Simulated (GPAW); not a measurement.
# H (Cmce): G0W0 with GPAW, start to end, part 2 of 2

Aim: the G0W0 gap of H (Cmce) on LDA, step by step.

GPAW 26.7.0; LDA and many-body steps on it, plane waves. Known limits of the many-body steps: not at the basis limit; coarse k mesh.

So far. Step 3 (Bands along the symmetry lines): The gap is 8.694 eV, as in the run before at this level. Step 4 (Empty states on the mesh, 4×4×4 mesh, 266 bands): On this mesh the gap is 8.694 eV.

## Step 5: Screening and self-energy, 4×4×4 mesh, 119 bands, screening to 96 eV

Now the one-shot GW correction: screening in the RPA, then the self-energy of the levels asked for.

This step: G0W0 on LDA, plane waves, PAW.

run.py reads:

```python
import json
import numpy as np
from gpaw.mpi import world
from gpaw.response.g0w0 import G0W0

gw = G0W0('full.gpw',
    filename='gw',
    kpts=[0, 16],
    bands=(0, 4),
    ecut=96,
    nbands=119,
    integrate_gamma='WS',
    ppa=True)
gw.calculate()
res = {mode: {k: v for k, v in r.items() if k != 'sigma_eskwn'}
       for mode, r in gw.all_results.items()}

if world.rank == 0:
    with open('result.json', 'w') as f:
        json.dump(res, f, default=lambda x: x.tolist())
```

The run is started by

```bash
$ mpirun -n 4 gpaw python run.py
```

Numbers of over 12 decimals in the logs are rounded to 6 here.

Log:

```text
Using integrator: PointIntegrator
FrequencyGridDescriptor(from 0.000+0.000j to 0.000+27.211j eV, 2 points)
Nonperiodic BCs:  [False False False]
Using integrator: PointIntegrator
FrequencyGridDescriptor(from 0.000+0.000j to 0.000+27.211j eV, 2 points)
Nonperiodic BCs:  [False False False]
  ___  _ _ _
 |   || | | |
 | | || | | |
 |__ ||_____|
 |___|

BZ k-points: Symmetries present (total): 4

  [... matrices ...]
64 k-points: 4 x 4 x 4 Monkhorst-Pack grid + [1/8,1/8,1/8]
24 k-points in the irreducible part of the Brillouin zone
       k-points in crystal coordinates                weights
   0:     0.00000000    0.00000000    0.00000000          1/64
   1:     0.00000000    0.00000000    0.25000000          2/64
   2:     0.00000000    0.00000000    0.50000000          1/64
   3:     0.25000000   -0.25000000   -0.25000000          2/64
   4:     0.25000000   -0.25000000    0.00000000          2/64
   5:     0.25000000   -0.25000000    0.25000000          2/64
   6:     0.25000000   -0.25000000    0.50000000          2/64
   7:     0.25000000    0.00000000   -0.25000000          4/64
   8:     0.25000000    0.00000000    0.00000000          4/64
   9:     0.25000000    0.00000000    0.25000000          4/64
          ...
  23:     0.50000000    0.50000000    0.50000000          1/64

Distributing spins, k-points and bands (1 x 2 x 4) over 4 processes
Number of blocks: 1

Quasi particle states:
k-points (IBZ indices): [0, 16]
Band range: (0, 4)
  [... matrices ...]
Computational parameters:
Plane wave cut-off: 96 eV
Number of bands: 119
Coulomb cutoff: None
Broadening: 0.1 eV

fxc modes: GW
Kernel: RPA
Using Godby-Needs plasmon-pole approximation:
  Fitting energy: i*E0, E0 = 1.000 Hartree
Summing all q:

Calculating screened Coulomb potential
No Coulomb truncation
FrequencyGridDescriptor(from 0.000+0.000j to 0.000+27.211j eV, 2 points)
Removing empty qpoint cache files...

Calculating chi0 body with:
    Ground state adapter containing:
    Number of spins: 1
    Number of kpoints: 64
    Number of irreducible kpoints: 24
    Number of completely occupied states: 2
    Number of partially occupied states: 2
    Occupied states memory: 0.322998046875 M / cpu

    Linear response parametrization:
    q_c: [0.0, 0.0, 0.0]
    Number of frequency points: 2
    Planewave cutoff: 96.0
    Number of bands: 119
    Number of planewaves: 119
    Broadening (eta): 1e-06
    comm.size: 4
    kncomm.size: 4
    blockcomm.size: 1

    Memory estimate of potentially large arrays:
        chi0_wGG: 0.432159 M / cpu
Integrating chi0 body.

Symmetries of q_c:
    Direct symmetries (Uq -> q): 4
    Indirect symmetries (TUq -> q): 0
In total 4 allowed symmetries.

  [... matrices ...]
24 groups of equivalent kpoints. 62.5% reduction.

Integral kind: response function
Integrating chi0 head and wings.

Symmetries of q_c:
    Direct symmetries (Uq -> q): 4
    Indirect symmetries (TUq -> q): 0
In total 4 allowed symmetries.

  [... matrices ...]
24 groups of equivalent kpoints. 62.5% reduction.

Integral kind: response function wings

Calculating chi0 body with:
    Ground state adapter containing:
    Number of spins: 1
    Number of kpoints: 64
    Number of irreducible kpoints: 24
    Number of completely occupied states: 2
    Number of partially occupied states: 2
    Occupied states memory: 0.322998046875 M / cpu

    Linear response parametrization:
[... the further q-points ...]

Results:
f:      Occupation numbers
eps:     KS-eigenvalues [eV]
vxc:     KS vxc [eV]
exx:     Exact exchange [eV]
sigma:   Self-energies [eV]
dsigma:  Self-energy derivatives
Z:       Renormalization factors
qp:      QP-energies [eV]

k-point 0 (0): (0.000, 0.000, 0.000)                GW
band       f     eps     vxc     exx   sigma  dsigma       Z      qp
                                                                   GW
   0   1.000 -10.293 -10.426 -16.627   1.094  -0.160   0.862 -14.697
   1   1.000  -8.352 -12.365 -18.149   0.951  -0.160   0.862 -12.516
   2   0.000   2.598  -6.706  -2.233  -1.731  -0.099   0.910   5.092
   3   0.000   3.832  -7.412  -3.362  -1.760  -0.110   0.901   5.896

k-point 1 (16): (0.500, 0.000, 0.500)                GW
band       f     eps     vxc     exx   sigma  dsigma       Z      qp
                                                                   GW
   0   1.000  -9.014 -11.726 -17.666   1.000  -0.163   0.860 -13.263
   1   1.000  -9.014 -11.726 -17.666   1.000  -0.163   0.860 -13.263
   2   0.000   0.342  -5.578  -1.713  -1.602  -0.089   0.918   2.420
   3   0.000   0.342  -5.578  -1.713  -1.602  -0.089   0.918   2.420
```

Run time: 46 s. Hardware: 4 MPI ranks of Arm Neoverse V1, shared host; peak memory 0.82 GiB; 3 min of CPU time.

This step gave:

```
G0W0 gap on the points computed              : 14.94 eV
least direct G0W0 gap on the computed points : 15.68 eV
Z at the valence top                         : 0.8618
Z at the conduction bottom                   : 0.9182
starting gap on the mesh                     : 8.694 eV
k of the valence top                         : 0, 0, 0
k of the conduction bottom                   : 0.5, 0, 0.5
```

The gap on the mesh goes from 8.69 eV to 14.94 eV, a correction of +6.24 eV.

Limits: finite bands, cutoff and mesh; coarse k mesh. v1 is the top filled band, c1 the lowest empty one. The levels before and after the correction (eV, zero at the valence-band top of each column):

```
           conduction bottom  valence top
Kohn-Sham               8.69         0.00
     G0W0              14.94         0.00
```

```
                       level  energy (eV)
Kohn-Sham               Γ v2       -1.941
Kohn-Sham               Γ v1        0.000
Kohn-Sham               Γ c1       10.950
Kohn-Sham               Γ c2       12.184
Kohn-Sham  (0.5 0 0.5) v2-v1       -0.663
Kohn-Sham  (0.5 0 0.5) c1-c2        8.694
     G0W0               Γ v2       -2.181
     G0W0               Γ v1        0.000
     G0W0               Γ c1       17.608
     G0W0               Γ c2       18.412
     G0W0  (0.5 0 0.5) v2-v1       -0.746
     G0W0  (0.5 0 0.5) c1-c2       14.936
```

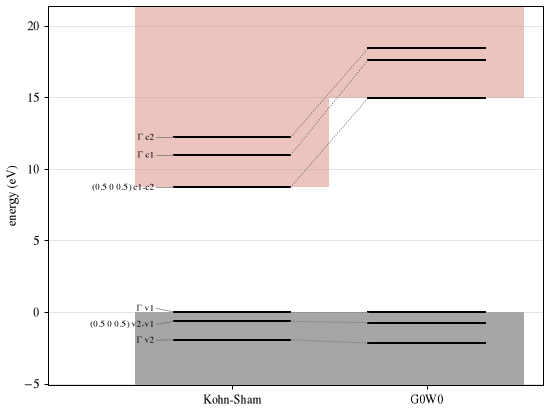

Levels before and after the correction. Shaded: valence and conduction bands.

## Step 6: Where the time went

Times are wall times on 4 MPI ranks of Arm Neoverse V1, shared host, good to a factor of about two.

```
                          step   time  share  memory (GiB)
                  ground state  7.3 s    7 %          0.62
bands along the symmetry lines  7.7 s    7 %          0.65
      empty states on the mesh   47 s   44 %           1.8
     screening and self-energy   46 s   42 %          0.82
```

## Step 7: Outcome

| Item | Value |
| --- | --- |
| LDA gap | 8.69 eV, indirect |
| G0W0 gap on the mesh | 14.94 eV |
| GW settings | 4×4×4 mesh, 119 bands, screening to 96 eV, Godby-Needs plasmon pole |
| known limits | not at the basis limit; coarse k mesh |

G0W0 moves the gap on the mesh from 8.69 eV to 14.94 eV (+6.24 eV), with Z of 0.86 and 0.92 at the edges. Only 2 of the mesh's irreducible points were corrected, so a valley elsewhere could overtake. Bands and cutoff are finite, so the gap is not at the basis limit. The miss can reach some tenths of an eV and take either sign; the mesh is an error of its own. These stock PAW sets were not made for GW. In the G0W0 run levels were corrected at 2 k points alone, so a gap called «on the mesh» is the least over those, and an edge elsewhere would be missed. The 4×4×4 mesh is coarse for this cell, which bears on the long-range parts of exchange and screening.

[Paths, hosts, dates, memory and timing lines, banners, echoed tables and standing remarks are left out of the program output.]

[Logs are printed without paths, hosts, clocks, repeated set-up lines and the standing remarks that a program may print on its own settings, such as how far it seeks lower states.]

[Runs of the session that timed out or met a known fault of the program may be left out.]

[Hosts, paths, dates, database ids (printed as entryN), source tags and the programs' standing remarks are cut or masked in the printed files.]
